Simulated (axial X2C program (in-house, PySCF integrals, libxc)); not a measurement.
**Relativistic diatomic calculation for WH**

- system: WH, single determinant with Ω = 5/2.
- method: PBE0, two-component X2C with atomic mean-field Coulomb and Gaunt terms, W dyall-v3z, H dyall-v3z (cores contracted) (axial X2C program (in-house, PySCF integrals, libxc))

### Output
```
two-component X2C + atomic mean field  PBE0
basis functions 184  fitting functions 987  grid points 5072
iter        total energy     max residual
   1     -16142.512433312     5.58e+00
   2     -16142.830492860     6.54e-03
   3     -16142.829887383     1.05e-02
   4     -16142.831206244     1.61e-03
   5     -16142.831241679     4.35e-04
   6     -16142.831244467     2.10e-05
   7     -16142.831244481     1.43e-05
   8     -16142.831244486     4.20e-06
   9     -16142.831244488     9.90e-07
converged
one-electron -22183.08389203  Coulomb 6360.21191087  exact exchange -80.94083250  xc functional -247.97864011  nuclear repulsion 22.96722206  atomic mean-field constant -14.00701278
```

### The points of the curve

| R (Å) | E (hartree) | dipole (D; origin at the first atom, positive when the second is positive) | highest filled (eV) | lowest empty (eV) |
| --- | --- | --- | --- | --- |
| 1.483 | −16142.814357 | −1.63 | −5.21 | −1.71 |
| 1.552 | −16142.823983 | −1.73 | −5.27 | −1.73 |
| 1.603 | −16142.828276 | −1.80 | −5.31 | −1.74 |
| 1.654 | −16142.830577 | −1.88 | −5.36 | −1.76 |
| 1.705 | −16142.831244 | −1.96 | −5.40 | −1.79 |
| 1.765 | −16142.830367 | −2.05 | −5.45 | −1.89 |
| 1.824 | −16142.828080 | −2.14 | −5.50 | −1.98 |
| 1.901 | −16142.823590 | −2.27 | −5.56 | −2.10 |
| 1.995 | −16142.816444 | −2.42 | −5.63 | −2.25 |
| 2.131 | −16142.804190 | −2.63 | −5.71 | −2.45 |

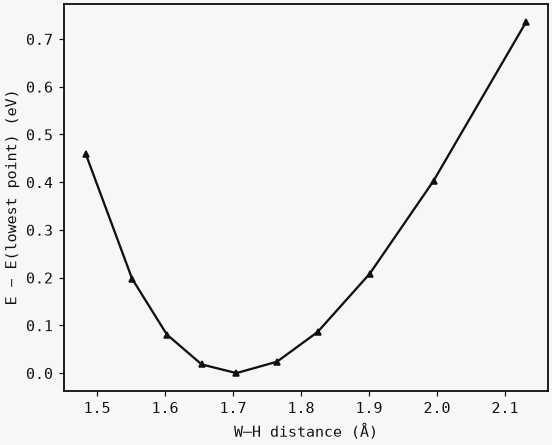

Energy at 10 bond lengths, for one set of occupations held fixed; the line joins the points. A polynomial of degree 6 through 9 points gives rₑ = 1.703 Å, ωₑ = 1937 cm⁻¹, ωₑxₑ = 29 cm⁻¹ and Bₑ = 5.796 cm⁻¹. The minimum lies 2.82 eV below W + H, each computed as one determinant at the same level.

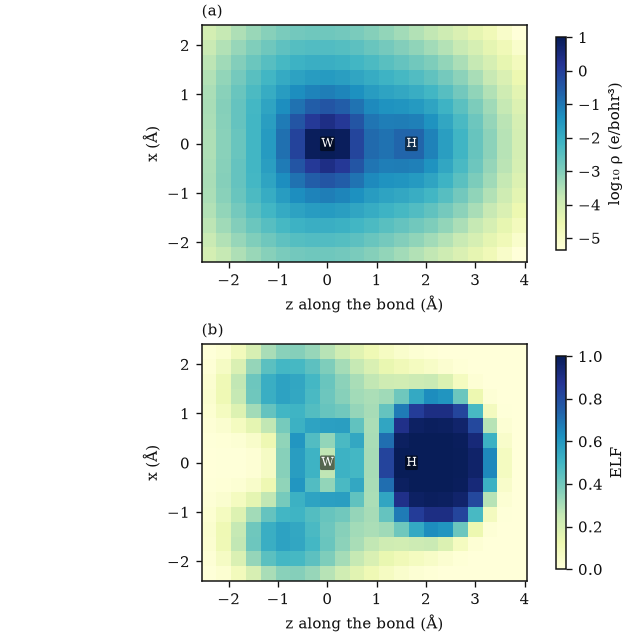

(a) electron density on a logarithmic scale; (b) electron localisation function, in a plane that holds the axis, at 1.71 Å, on points 0.3 Å apart (one half computed, the other mirrored); the structure near the nuclei is finer than these points.

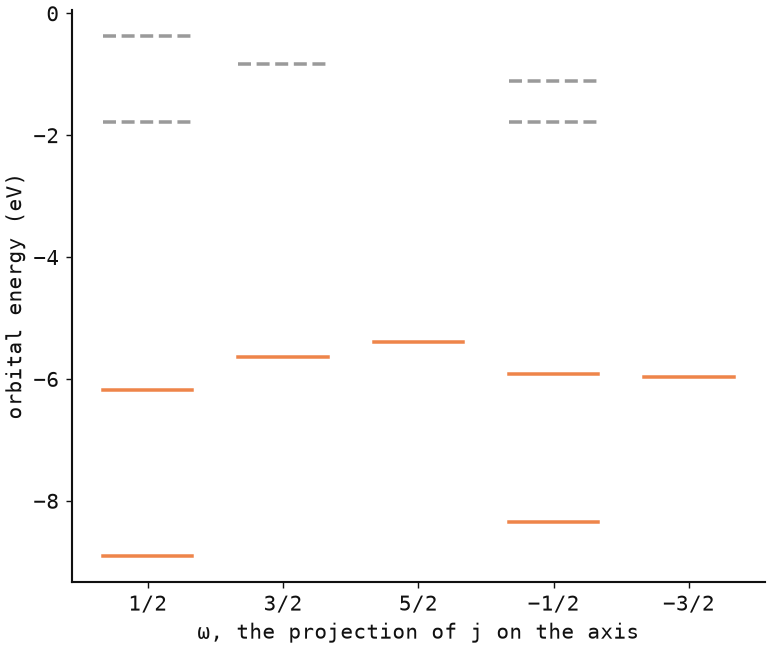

Orbital energies near the frontier at 1.71 Å, filled (solid) and empty (dashed). The highest filled spinor (5/2; 100 % W d) lies at −5.40 eV, the lowest empty one (1/2; 62 % W p, 24 % W d) at −1.79 eV.

### The input
```
{"zs": [74, 1], "q": 0, "bas": ["dyall-v3z", "dyall-v3z"], "levels": ["PBE0", "HF", "TPSS", "PBEsol"], "cc": false, "r0": 1.69, "npts": 10, "nst": 2, "ntry": 6, "thr": -6.0}
```

The line is the task of a batch: nuclear charges, charge, bases, the levels to run, a first guess of the distance and further settings. This report covers PBE0 with spin-orbit coupling. The log is that of the reference distance 1.705 Å.

The run was one of a batch that the task file lists, launched with:
```bash
python <driver script> task.json out
```

### Results in brief

- outcome: converged
- bond length rₑ: 1.703 Å
- ωₑ: 1937 cm⁻¹
- energy at the minimum: −16142.83125 hartree
- depth below the fragments: 2.82 eV
- hardware: 1 CPU thread, shared host
- wall time: 13 s
